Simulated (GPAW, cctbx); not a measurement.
# How far are the atoms of CdGaSe2 from free atoms?

Question: by how much does bonding change the X-ray structure factors of CdGaSe2, how firmly does DFT give the change, and what does a routine refinement make of it?

The start was made by putting kin elements into a known structure type; the compound need not exist, or be stable, in this form. All numbers below are calculated.

## Step 1: Relax the structure

The density hangs on the geometry, so cell and atoms are relaxed first, with the symmetry held. The cutoff is set higher than for the density because stress converges slowly with plane waves.

Settings: GPAW 26.7.0, PBE, 570 eV, 4×4×3 k-points (along the axes of the calculation cell), Fermi–Dirac width 0.05 eV, BFGS to 0.03 eV/Å.

```text
cell
1.0
     4.127000000    0.000000000    0.000000000
     0.000000000    4.127000000    0.000000000
     0.000000000    0.000000000    6.119000000
Cd Se Ga
1 2 1
Direct
0.000000000 0.000000000 0.000000000
0.500000000 0.000000000 0.275200000
0.000000000 0.500000000 0.724800000
0.500000000 0.500000000 0.500000000
```

```console
$ OMP_NUM_THREADS=1 mpirun -n 4 gpaw python run.py > gpaw.log
```

```text
BFGS:    0      -12.418580        1.078299
BFGS:    1      -12.457939        0.984749
BFGS:    2      -12.656980        0.167645
BFGS:    3      -12.661918        0.249731
...
BFGS:   11      -12.701537        0.157121
BFGS:   12      -12.708010        0.097955
BFGS:   13      -12.709991        0.028010
cell  4.4748 4.4748 5.7552  90.00 90.00 90.00
volume 115.243 A^3, largest force 0.002 eV/A, largest stress 0.16 GPa
```

After 13 steps the volume has changed by +10.6 % and the energy by -0.291 eV; the largest stress left is 0.16 GPa. It took 41 s on 4 cores of AMD EPYC 9R14 (Zen 4) (shared host), peak memory 1.1 GiB.

Relaxed structure: P-4m2 (no. 115), a = 4.4748 Å, b = 4.4748 Å, c = 5.7552 Å, α = 90.00°, β = 90.00°, γ = 90.00°.

| atom | mult. | x | y | z |
| --- | --- | --- | --- | --- |
| Cd1 | 1 | 0 | 0 | 0 |
| Se1 | 2 | 1/2 | 0 | 0.2678 |
| Ga1 | 1 | 1/2 | 1/2 | 1/2 |

## Step 2: Density and charge transfer

X-rays see the whole electron density, so the PAW density is rebuilt with its core regions. Subtracting spherical free atoms from the same code cancels the cores and leaves the deformation density Δρ, the part due to bonding.

Settings: PBE, 450 eV, 4×4×4 k-points, Fermi–Dirac width 0.05 eV; primitive cell of 4 atoms.

```console
$ OMP_NUM_THREADS=1 mpirun -n 4 gpaw python run.py > gpaw.log
```

```text
|iter:   1|       0s |  -13.188021 | -0.66 |       |
|iter:   2|       0s |  -13.067114 | -2.39 | -1.13 |
|iter:   3|       0s |  -12.665150 | -1.46 | -1.17 |
...
|iter:   7|       1s |  -12.664779c| -6.01 | -3.27 |
|iter:   8|       2s |  -12.664782c| -7.08 | -3.71 |
|iter:   9|       2s |  -12.664783c| -7.95c| -4.50c|
```

```text
grid (48, 48, 60)  electrons 147.000  moved by bonding 0.749 e
deformation density beyond 0.5 A of the nuclei: max 0.108, min -0.068 e/A^3
atom        x       y       z   Voronoi charge  moment
Cd1    0.0000  0.0000  0.0000      0.333       0.00
Se2    0.5000  0.0000  0.2678     -0.227       0.00
Se3    0.0000  0.5000  0.7322     -0.227       0.00
Ga4    0.5000  0.5000  0.5000      0.121       0.00
mean inner potential of superposed free atoms 12.672 V
total magnetic moment 0.000 muB
```

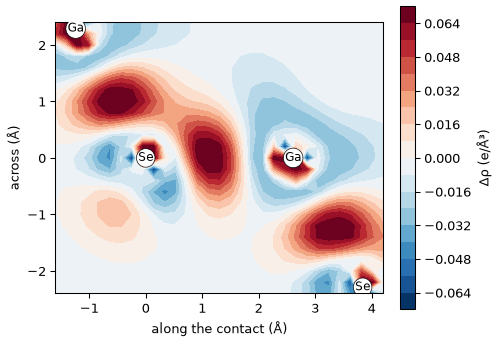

Deformation density in a plane through the shortest contact of the Se atom at the origin; red gains electrons, blue loses them.

Se gains most (-0.23 e) and Cd loses most (+0.33 e), as electronegativity suggests. Such charges fall far short of formal ones, since overlapping free atoms already put density on their neighbours. Along the shortest contact from the Se atom at the map's origin, Se–Ga at 2.61 Å, Δρ is +0.07 e/Å³ at the midpoint and highest, +0.08, 1.10 Å from Se (points within 0.5 Å of a nucleus left out): a modest build-up. At the midpoints of other shortest contacts it is +0.05 (Cd–Se, 2.72 Å) e/Å³. Point values carry grid noise of about 0.01 e/Å³. The run needed 9 iterations, 7.5 s.

## Step 3: From the density to structure factors

The Fourier components of Δρ, added to those of the free atoms, give the static X-ray structure factors; the Mott–Bethe relation turns them into the Fourier components V of the potential that fast electrons feel.

```text
static structure factors of the conventional cell: F in electrons, V (Mott-Bethe) in volts
   h  k  l      d  |F| table  |F| free   |F| DFT   change   |V| free  |V| DFT  change %
   0  0  1  5.7552     9.174     9.220     9.070   -0.150     0.256    0.454     77.1
   1  0  0  4.4748    15.910    15.933    15.807   -0.125     0.850    0.950     11.8
   1  0  1  3.5326    91.024    91.064    91.205    0.140     6.407    6.332     -1.2
   1  1  0  3.1642    10.306    10.285    10.000   -0.285     0.285    0.398     39.9
   0  0  2  2.8776    11.600    11.543    11.376   -0.168     0.378    0.434     14.6
   1  1  1  2.7727    20.672    20.648    20.633   -0.015     1.204    1.208      0.4
   1  0  2  2.4203    18.209    18.204    18.211    0.007     1.056    1.053     -0.2
   2  0  0  2.2374   113.652   113.559   113.513   -0.046     6.658    6.667      0.1
   1  1  2  2.1289   110.443   110.321   110.201   -0.120     6.307    6.328      0.3
   2  0  1  2.0854     7.389     7.408     7.427    0.019     0.347    0.344     -0.9
   2  1  0  2.0012    12.818    12.847    12.836   -0.011     0.662    0.663      0.3
   0  0  3  1.9184    28.781    28.812    28.843    0.031     1.547    1.542     -0.3
   2  1  1  1.8902    75.620    75.482    75.337   -0.145     4.048    4.069      0.5
   2  0  2  1.7663     9.703     9.591     9.744    0.154     0.385    0.368     -4.4
```

The largest X-ray change is -0.28 e on 110, 2.8 % of |F|. For electrons V goes as (Z − F)/g², so a change of F counts against Z − F, which is small at low angle and wherever the atoms' terms cancel: |V| of 001 moves by +77.1 % (0.26 to 0.45 V) against -1.6 % in |F|. The last three rows still change by up to 0.15 e; the table stops while the angles are still low. The tabulated Hartree–Fock atoms differ from the free DFT atoms by up to 0.14 e, so the choice of reference atom matters too.

## Step 4: How cheap can the run be?

Cutoff and k-mesh: one is changed at a time, to find what the result needs.

| run | ΔF 110 (e) | ΔF 002 (e) | ΔF 001 (e) | q(Se) (e) | moved (e) | time |
| --- | --- | --- | --- | --- | --- | --- |
| 450 eV 4×4×4 | -0.285 | -0.168 | -0.150 | -0.227 | 0.749 | 7.5 s |
| 250 eV 4×4×4 | -0.289 | -0.172 | -0.151 | -0.228 | 0.771 | 5.2 s |
| 350 eV 4×4×4 | -0.287 | -0.170 | -0.150 | -0.226 | 0.751 | 5.7 s |
| 750 eV 4×4×4 | -0.285 | -0.167 | -0.150 | -0.226 | 0.751 | 11 s |
| 450 eV 2×2×2 | -0.321 | -0.162 | -0.155 | -0.247 | 0.804 | 5.8 s |
| 450 eV 3×3×2 | -0.284 | -0.180 | -0.158 | -0.231 | 0.768 | 5.8 s |

Within 0.01 e of the base on all three: 250 eV 4×4×4, 350 eV 4×4×4 and 750 eV 4×4×4. The largest error, 0.036 e, comes with 450 eV 2×2×2. Times are from shared hosts.

## Step 5: Refining ordinary atoms against data with bonding

Routine crystallography fits spherical atoms. To see the bias, intensities are simulated from tabulated atoms plus the DFT change ΔF, so that bonding alone can misfit (7508 reflections of the full sphere, merged to the counts below, to 0.4 Å, 1.5 % proportional noise plus counting noise, assumed isotropic U as listed, Δρ smeared by the mean U) and refined with cctbx over different ranges.

```
                    range  data      R1  GooF  U Cd1 (true 0.0079)  U Se1 (true 0.009)  U Ga1 (true 0.0093)  largest shift (Å)  Δρ max, min (e/Å³)
                 all data  1073  0.0062  0.94               0.0079              0.0090               0.0093             0.0000         0.30, -0.22
 low resolution, d > 0.84   134  0.0043  1.06               0.0079              0.0091               0.0093             0.0001         0.15, -0.09
     high order, d < 0.75   890  0.0073  0.93               0.0079              0.0090               0.0093             0.0000         0.26, -0.19
occupancies free, d > 0.7   223  0.0042  0.99               0.0080              0.0089               0.0093             0.0001         0.13, -0.12
```

With all data GooF is 0.94, so at this noise the bonding hardly shows; the top residual peak lies 2.30 Å from Cd and 2.36 Å from Se. No U is off by more than 3 s.u. at low resolution. With Cd1 held at 1 and the scale free, the other occupancies refine to Se1 0.996(0.001) and Ga1 0.998(0.001), on sites that are all full: they absorb part of the misfit, and only ratios to the fixed site mean anything.

## Step 6: Answer

Bonding moves 0.75 e in the primitive cell of CdGaSe2 and changes the structure factors of the conventional cell in the table above by at most 0.28 e (110, 2.8 %). The shortest bond, Se–Ga, has Δρ = +0.07 e/Å³ at its midpoint. Within 0.01 e of the base on all three: 250 eV 4×4×4, 350 eV 4×4×4 and 750 eV 4×4×4. The largest error, 0.036 e, comes with 450 eV 2×2×2. With all data GooF is 0.94, so at this noise the bonding hardly shows. Limits: static density, frozen cores, no spin–orbit coupling.

[Outputs are excerpts: Python notices, other lines and further rows are left out; steps that failed or that the build refused (PBEsol, TPSS) are not shown.]

[Logs are printed without paths, hosts, clocks, repeated set-up lines and the standing remarks that a program may print on its own settings, such as how far it seeks lower states.]
